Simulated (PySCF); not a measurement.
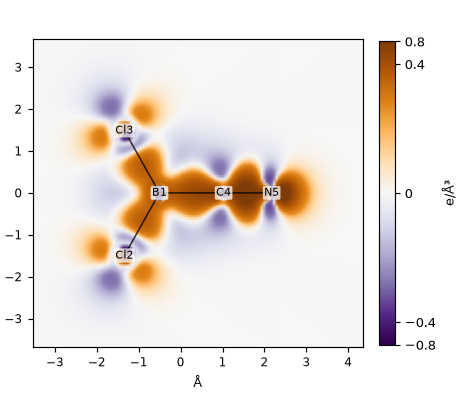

BCl2(CN) (CBCl2N). Deformation density (molecule less spherical, spin-averaged free atoms) in the molecular plane; colour scale in e/Å³, logarithmic beyond ±0.1; orange: gain, purple: loss.

Method: BP86/6-31G*; geometry: GFN2-xTB; program: PySCF. No frequency check shows the geometry to be a minimum. GFN2-xTB bond lengths at metals and heavier atoms can be off by up to 0.1 Å and shapes distorted, which carries into these values.

Describe the bonding that the map shows.

C4–N5: +0.85 e/Å³ at the bond critical point (bond length 1.15 Å, Mayer order 2.8). B1–C4: +0.36 e/Å³ at the bond critical point (bond length 1.53 Å, Mayer order 1.1). B1–Cl2 and B1–Cl3: +0.24 e/Å³ at the bond critical point (bond length 1.71 Å, Mayer order 1.3). In all, 1.1 electrons gather in the regions of gain relative to the promolecule.

Where do the Hirshfeld charges lie?

The highest Hirshfeld charge is on B1 (+0.18 e), the lowest on N5 (−0.16 e).

| atom | charge (e) |
| --- | --- |
| B1 | +0.18 |
| Cl2 | −0.01 |
| Cl3 | −0.01 |
| C4 | +0.01 |
| N5 | −0.16 |
